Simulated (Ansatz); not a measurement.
# CuF (model cell, started as CsCl type): phonons and vibrational spectra, part 2 of 2

Task: relax CuF (model cell, started as CsCl type), then find its harmonic phonons.

Ansatz 0.2.0; DFT r2SCAN, scalar-relativistic, plane waves, PAW.

So far. Step 4 (Relaxing to small forces for the phonons): The forces vanish by symmetry and the pressure is 0.000 GPa, within the tolerances set. The cell now holds 10.27 Å³/atom. Step 5 (Zone-centre response): Before it was imposed, the acoustic sum rule was missed by 2.5e-5 eV/Å². Small misses are needed for a sound result but don't prove that mesh and cutoff are converged. The lowest optical mode is real, 69.3 cm⁻¹. The relaxed cell has a = 2.738 Å (conventional setting).

The structure was built from a prototype and need not be the compound's stable phase.

## (6) Response at finite wavevector

Stability and thermal properties need the whole zone. Linear response on a 4×4×4 q mesh gives force constants as far as a supercell of that size would.

Contents of input.yaml:

```yaml
crystal:
  lattice:
    - [2.7384665451, 0.0, 0.0]
    - [0.0, 2.7384665451, 0.0]
    - [0.0, 0.0, 2.7384665451]
  atoms:
    - { symbol: Cu, position: [0.0, 0.0, 0.0] }
    - { symbol: F, position: [0.5, 0.5, 0.5] }
kpoints:
  mp_grid: { grid: [16, 16, 16] }
hamiltonian:
  xc: r2scan
scf:
  occupations: { method: methfessel_paxton, width: 0.15 }
output:
  eigenvalues: true
phonons:
  method: dfpt
  qmesh: [4, 4, 4]
  temperatures: { t_max: 1000, t_step: 50 }
  qpath:
    path:
      - [[0.0, 0.0, 0.0], [0.0, 0.5, 0.0], [0.5, 0.5, 0.0], [0.0, 0.0, 0.0], [0.5, 0.5, 0.5], [0.0, 0.5, 0.0]]
      - [[0.5, 0.5, 0.5], [0.5, 0.5, 0.0]]
    npoints: 10
```

Started as:

```
> ansatz run input.yaml --threads 4 --pin off --max-ram 7168MiB --backend cpu --events-out ev --progress --plain --runs-dir out
```

Numbers of over 12 decimals in the logs are rounded to 6 here.

Log:

```text
[...]
Crystal: 2 atoms, lattice volume = 20.536 Å³
Basis set: ecut = 500 eV, 485 PW (Γ), exchange–correlation on 200×200×200 points (1000 copies of the dense FFT grid, shifted against one another)
Bands: 17, of which v1, the nominal top of the filled ones, is band 13 counted from 1 (12 counted from 0)
Symmetry: 48 space group operations
k-points: 405 of 4096 (irreducible under 8 space group operations, time reversal used)
[...]
SCF iter   1: F=—  HF=-7439.911284 eV  |F-HF|=—  |Δ(HF+E_count)|=         —  Δρ=4.43e-2  dr2=2.22e-1  dr2_τ=1.90e-2  ethr=1.77e-3  ⟨swp⟩=4.4  Hψ=28337  notcnv=0
[...]
SCF iter  10: F=-7439.881804 eV  HF=-7439.881804 eV  |F-HF|=1.82e-12  |Δ(HF+E_count)|=  1.00e-11  S|Δr|=    0.00e0  Δρ=2.94e-8  dr2=7.84e-14  dr2_τ=2.90e-15  ethr=1.00e-12  ⟨swp⟩=5.0  Hψ=28011  notcnv=0
SCF 1 converged in 10 iterations: F = -7439.881804 eV  dr2 = 7.84e-14
[...]
Basis set: ecut = 500 eV, 485 PW (Γ), exchange–correlation on 80×80×80 points (64 copies of the dense FFT grid, shifted against one another)
k-points: 165 of 4096
[...]
SCF iter   3: F=-7439.881798 eV  HF=-7439.881798 eV  |F-HF|=1.82e-12  |Δ(HF+E_count)|=    0.00e0  S|Δr|=    0.00e0  Δρ=2.20e-7  dr2=3.82e-12  dr2_τ=6.22e-13  ethr=1.00e-12  ⟨swp⟩=4.1  Hψ=8401  notcnv=0
SCF 2 converged in 3 iterations: F = -7439.881798 eV  dr2 = 3.82e-12
phonons: the bands overlap, so this run is a metal and interpolates without the dipole-dipole term. If the crystal is really an insulator or semiconductor, its LO-TO splitting is missing
[...]
NSCF: frozen V_eff on 165 k-points
[...]
SCF converged after 10 iterations
[...]
Free energy (F): -7439.881804 eV
[...]
Internal energy: -7439.889775 eV  (E = F + TS)
E sigma→0 (E₀):  -7439.883797 eV
Entropy (-TS):   0.007971 eV (3.986 meV/atom)
Fermi energy:    11.313483 eV
[...]
--- Band table (eV; the first three rows and the last of 405) ---
  k-point 0: bands = [... 9 lower, 9.4328, 9.8326, 10.9233, 10.9233, 10.9233, 27.3430, 27.3430, 29.2500]
  k-point 1: bands = [... 9 lower, 9.4954, 10.0547, 10.9252, 10.9290, 10.9290, 26.5267, 27.3853, 29.2457]
  k-point 2: bands = [... 9 lower, 9.6572, 10.6107, 10.9307, 10.9459, 10.9459, 25.1295, 27.5128, 29.2286]
  k-point 404: bands = [... 9 lower, 11.2234, 11.2234, 11.3417, 11.3417, 18.7992, 18.7992, 18.7992, 23.4865]
[...]
ASR residual: 2.499e-5 → 0.000e0 eV/Å²; symmetrization residual: 1.694e-6 eV/Å²
  ASR residual per site (eV/Å²): 2.50e-5 1.60e-5
  Γ frequencies (cm⁻¹): 0.00 0.00 0.00 69.33 69.33 69.33
--- Phonons (arbitrary-q DFPT): 10 irreducible q on the 4×4×4 mesh ---
  q = [0.0000, 0.0000, 0.0000] (star 1, of the zone-centre solve; hermiticity 1.31e-5, symmetrization 6.74e-12): -0.00 -0.00 0.00 69.33 69.33 69.33
  q = [0.0000, 0.0000, 0.2500] (star 6, 4 solved perturbations in 4032 linear systems a pass and spin channel, the states on 1296 of 4096 k-point pairs; hermiticity 3.47e-6, symmetrization 8.00e-13): -86.16 -86.16 27.28 27.28 121.60 217.35
[...]
q = [0.0000, 0.2500, -0.5000] (star 12, 6 solved perturbations on 1296 of 4096 k-point pairs; hermiticity 1.47e-6, symmetrization 1.09e-13): -121.95 -40.51 73.47 121.47 167.14 267.04
[...]
sum rule: each row above includes the acoustic sum rule's correction from the zone centre's row sums; it moved no ω² by more than (0.48 cm⁻¹)²
  mesh force constants: q→R imaginary residual 4.10e-18; ASR residual 2.499e-5 → 0.000e0 eV/Å²; symmetrization residual 1.554e-15 eV/Å²
  interpolated dispersion: 62 rows × 6 modes
  density of states and harmonic sums: on the 24×24×24 q-mesh, interpolated from the force constants of a 4×4×4 supercell (no non-analytic term)
  largest difference from the sums on the solved wave vectors: F 1.01e-2 eV, S 1.35e-5 and C_V 3.41e-6 eV/K
  zero-point energy: 0.036466 eV/cell   skipped modes (ω ≤ 0): 599, of them read as no rigid motion or as one in doubt: 596 (1.305e0 modes/cell left out, lowest -134.43 cm⁻¹)   left out of the sums: 2.18e-1 of the cell's modes: C_V's classical limit lies that fraction below 3 k_B per atom; for a crystal, a wire or a layer, F and S can be off by more, and a phonons.interpolated_qmesh denser along its periods is the remedy for the sampling
```

Run time: 26 min. Hardware: 4 threads of Arm Neoverse V1, shared host; peak memory 4.1 GiB; 1.7 h of CPU time.

Numbers from this step:

| Item | Value |
| --- | --- |
| lowest frequency on the path | -134.4 cm⁻¹ |
| highest frequency on the path or at a solved wavevector | 272.6 cm⁻¹ |
| lowest mode on the q mesh (acoustic modes at Γ apart) | -134.4 cm⁻¹ |

Frequencies (cm⁻¹) solved at each irreducible wavevector; negative means imaginary. Frequencies by wavevector, by row:

```tsv
q in reciprocal lattice units	star	mode 1	mode 2	mode 3	mode 4	mode 5	mode 6
0 0 0	1	0	0	0	69.3	69.3	69.3
0 0 0.25	6	-86.2	-86.2	27.3	27.3	121.6	217.3
0 0 -0.5	3	-134.4	-134.4	-19.5	-19.5	167.5	272.6
0 0.25 0.25	12	-106.1	-21.9	58.5	124.3	183.4	197.8
0 0.25 -0.5	12	-122	-40.5	73.5	121.5	167.1	267
0 -0.5 -0.5	3	-108.1	-53.2	83.6	83.6	249.4	249.4
0.25 0.25 0.25	8	44.5	44.5	119	133.9	133.9	215
0.25 0.25 -0.5	12	9.4	62.5	65.3	97.3	171.2	240.3
0.25 -0.5 -0.5	6	49.9	55.4	78.2	78.2	200.8	200.8
-0.5 -0.5 -0.5	1	90.7	90.7	90.7	130.9	130.9	130.9
```

Interpolated from a 4×4×4 q mesh. Phonon branches along the path, in cm⁻¹:

```tsv
point	branch 1	branch 2	branch 3	branch 4	branch 5	branch 6
Γ	0	0	0	69	69	69
X	-134	-134	-20	-20	168	273
M	-108	-53	84	84	249	249
Γ	0	0	0	69	69	69
R	91	91	91	131	131	131
X	-134	-134	-20	-20	168	273
jump to R	91	91	91	131	131	131
M	-108	-53	84	84	249	249
```

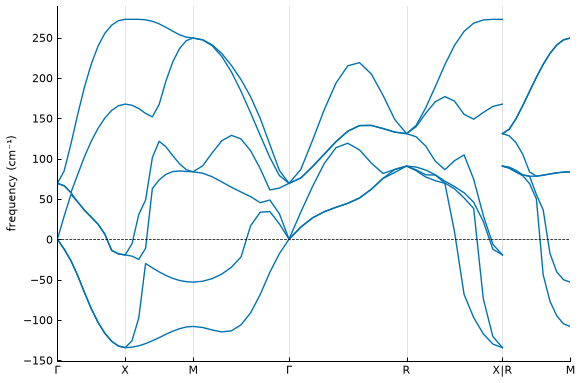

Phonon branches along the path.

The phonon density of states has structure finer than the step of the table below, so its rows give means over 25 cm⁻¹, whole bins alone (the curve runs from -132 to 272 cm⁻¹). Peaks (cm⁻¹: height): -112.5: 0.0178, -37.5: 0.0129, 77.5: 0.0410, 122.5: 0.0282, 152.5: 0.0184, 222.5: 0.0169.

Tetrahedra on a 24×24×24 mesh, mean over bins of 5 cm-1. Interpolated from a 4×4×4 q mesh. The phonon density of states by wavenumber; means over each step:

```tsv
wavenumber (cm⁻¹)	phonon density of states (1/cm⁻¹/cell)
-100	0.0130
-75	0.00809
-50	0.00963
-25	0.0108
0	0.00774
25	0.0133
50	0.0260
75	0.0325
100	0.0194
125	0.0199
150	0.0143
175	0.0127
200	0.0113
225	0.0159
250	0.0142
```

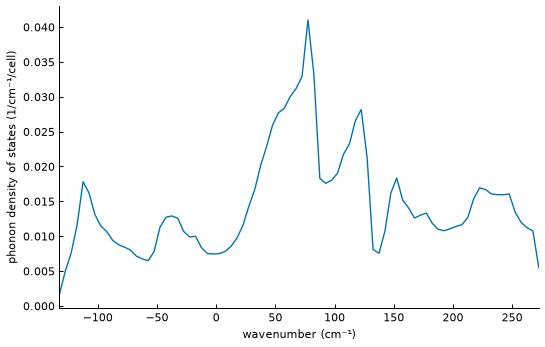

Phonon density of states against wavenumber.

The partial phonon density of states has structure finer than the step of the table below, so its rows give means over 25 cm⁻¹, whole bins alone (the curve runs from -144 to 290 cm⁻¹). Peaks (cm⁻¹: height): Cu -18.3: 0.0104, 77.3: 0.0319, 118.3: 0.0205, 148.3: 0.0100; F -111.2: 0.0166, -81.1: 0.0115, -53.8: 0.00857, 99.2: 0.00811, 115.6: 0.00785, 175.7: 0.0116, 227.6: 0.0164.

Phonopy on the run's constants, 21x21x21 mesh, Gaussian sigma 3.1 cm-1. Interpolated from a 4×4×4 q mesh. The partial phonon density of states by wavenumber; means over each step; values in 1/cm⁻¹/cell:

```tsv
wavenumber (cm⁻¹)	Cu	F
-125	2.2e-5	0.00738
-100	1.7e-4	0.0124
-75	5.0e-4	0.00728
-50	0.00500	0.00505
-25	0.00980	0.00211
0	0.00420	6.1e-4
25	0.0125	0.00282
50	0.0218	0.00389
75	0.0261	0.00597
100	0.0127	0.00650
125	0.0151	0.00525
150	0.00776	0.00656
175	0.00220	0.0103
200	9.7e-4	0.0104
225	7.1e-4	0.0151
250	4.4e-4	0.0137
275	4.0e-5	0.00456
```

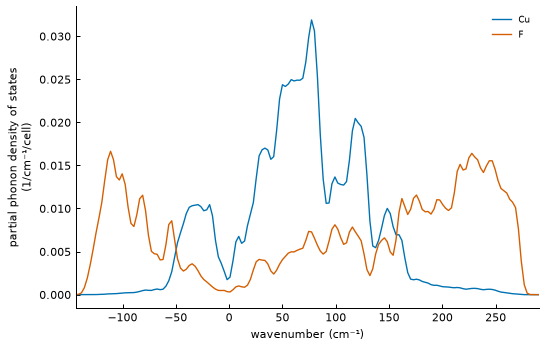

Partial phonon density of states against wavenumber.

Second derivatives of the energy by pair, one row for each kind of neighbour of each atom listed. Each entry sums the pair over the periodic images of the supercell that the q mesh stands for, and in a polar crystal it holds the long-range dipole part too. Force constants by pair, by row:

```tsv
atom	neighbour	distance (Å)	third of the trace (eV/Å²)	along the pair's line (eV/Å²)
Cu1	itself	0	1.738	–
Cu1	F	2.372	-0.1233	-0.4361
Cu1	Cu	2.738	-0.047	-0.8768
Cu1	Cu	3.873	-0.038	-0.2881
Cu1	F	4.541	0.0313	0.1192
Cu1	Cu	4.743	-0.0547	-0.1863
Cu1	Cu	5.477	-0.0372	-0.1345
Cu1	F	5.968	-0.001	0.0066
Cu1	Cu	6.123	-0.008	-0.0264
F2	itself	0	1.589	–
F2	Cu	2.372	-0.1233	-0.4361
F2	F	2.738	-0.1382	-1.134
F2	F	3.873	-0.0673	-0.2622
F2	Cu	4.541	0.0313	0.1192
F2	F	4.743	0.0577	0.1338
F2	F	5.477	-0.0531	-0.089
F2	Cu	5.968	-0.001	0.0066
F2	F	6.123	-0.0051	-0.0113
```

Symmetry leaves 10 wavevectors to solve. The lowest mode among them, the acoustic zeros apart, lies at q = (0, 0, -0.5) and is imaginary, 134.4i cm⁻¹, so the energy falls along it.

## (7) Another isotope

An isotope changes the mass and not the force constants, so no new electronic calculation is needed; the shifts show which modes move this element.

The same force constants with the mass of Cu changed from 63.546 to 64.928 u (phonopy, no LO-TO term). Both lists are sorted by frequency; levels can cross, so a row need not hold one and the same mode. Modes under 3 cm⁻¹ are left out. Isotope shifts, by row:

```tsv
q	rank	natural mass (cm⁻¹)	changed mass (cm⁻¹)
0 0 0	4	69.33	69.16
0 0 0	5	69.33	69.16
0 0 0	6	69.33	69.16
0 0 0.25	1	-86.16	-86.12
0 0 0.25	2	-86.16	-86.12
0 0 0.25	3	27.28	27.01
0 0 0.25	4	27.28	27.01
0 0 0.25	5	121.6	120.4
0 0 0.25	6	217.3	217.2
0 0 -0.5	1	-134.4	-134.4
0 0 -0.5	2	-134.4	-134.4
0 0 -0.5	3	-19.48	-19.27
0 0 -0.5	4	-19.48	-19.27
0 0 -0.5	5	167.5	165.7
0 0 -0.5	6	272.6	272.6
0 0.25 0.25	1	-106.1	-106.1
0 0.25 0.25	2	-21.88	-21.65
0 0.25 0.25	3	58.47	57.9
0 0.25 0.25	4	124.3	123.1
0 0.25 0.25	5	183.4	183.2
0 0.25 0.25	6	197.8	197.8
```

A mode of this element alone would shift by -1.07 %. The highest zone-centre frequency without the field goes from 69.3 to 69.2 cm⁻¹ (-0.2 %). The product of the frequency ratios over all optical modes at Γ is 0.993; the product rule, (m/m′)^(3k/2) (M′/M)^(3/2) with k = 1 such atoms and M the mass of the cell, gives 0.993.

## (8) Results

```
space group after relaxation (within 0.01 Å)            : Pm-3m
volume per atom                                         : 10.3 Å³
electronic character                                    : no gap on this mesh
highest optical mode at the zone centre (no LO-TO term) : 69.3 cm⁻¹
lowest optical zone-centre mode                         : 69.3 cm⁻¹
lowest mode on the q mesh (acoustic modes at Γ apart)   : -134 cm⁻¹
highest frequency on the path or at a solved wavevector : 273 cm⁻¹
imaginary modes on the 4×4×4 q mesh                     : yes
```

Modes are clearly imaginary (beyond 10i cm⁻¹) at 5 of the 10 irreducible wavevectors, most at q = (0, 0, -0.5) (134.4i cm⁻¹), so this structure is not a minimum of the energy. The optical modes at Γ form one degenerate level at 69 cm⁻¹. The highest mode in this list at Γ, 69.3 cm⁻¹, is mostly motion of F (77 % of the kinetic energy). With no gap, or one that is small against the smearing, the frequencies hang on the k mesh and the smearing, most of all near Kohn anomalies. A semilocal functional can close a gap that the real compound would have, so the metallic treatment may be an artefact of the level. The starting cell was built on a prototype and not taken from a measurement, so the phase need not exist. These are harmonic frequencies at zero temperature: anharmonic shifts, linewidths and thermal expansion are left out.

[Logs are printed without paths, hosts, clocks, repeated set-up lines and the standing remarks that a program may print on its own settings, such as how far it seeks lower states.]

[Hosts, paths, dates, database ids (printed as entryN), source tags and the programs' standing remarks are cut or masked in the printed files.]
